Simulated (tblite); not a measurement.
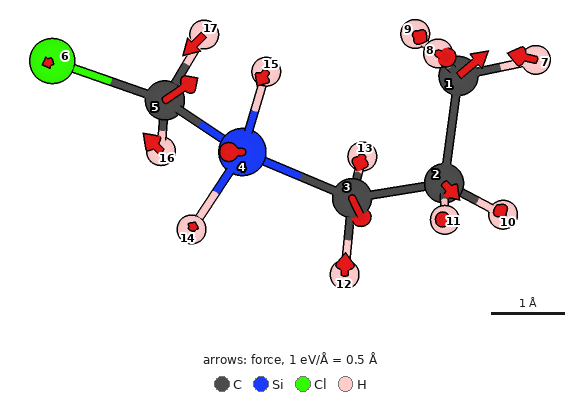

Starting geometry of C$_{4}$H$_{11}$ClSi with the computed forces as red arrows. Style: ball-and-stick. Shown at a tilt.

The calculation used GFN2-xTB geometry optimisation, gas phase in tblite. 

> What follows when this structure is relaxed?

It isn't relaxed: the largest force vector, on Si4, is 1.87 eV/Å. The final displacements have little in common with the starting forces (cosine between the two patterns 0.11). The largest move after the best rigid fit is that of H7, 1.33 Å. Largest moves by element: H 1.33 Å, C 0.54 Å, Si 0.48 Å, Cl 0.48 Å. Near-neighbour distances that change, for instance: C3–Si4 1.853 → 1.903 Å, Si4–C5 1.872 → 1.913 Å, Si4–H15 1.499 → 1.466 Å, C1–H7 1.118 → 1.088 Å. Bond angles that change, for instance: Si4–C5–H17 105.4° → 113.3°, Cl6–C5–H16 114.2° → 106.3°, C3–C2–H11 113.6° → 109.4°. Groups turn about C3–Si4 by about 45°, C1–C2 by about 35°. The energy falls by 43.8 kJ/mol in 181 geometry steps.
